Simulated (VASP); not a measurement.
Band structure of Fe (bcc). These are PW91 GGA, VASP's PBE PAW potentials (set 64) (plane waves; VASP) values and carry that method's errors.

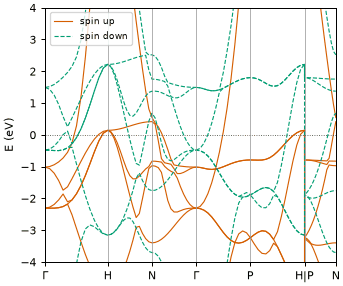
Figure: Bands along high-symmetry lines, zero at the valence-band maximum or, without a gap, the Fermi level

**Question.** Read the plot: is there a gap, and where are the band edges?

**Answer.** It has no gap at this level: it comes out as a metal or semimetal. (Edges off the drawn lines would not show.)

The compound is Fe in the bcc structure. It was relaxed first.
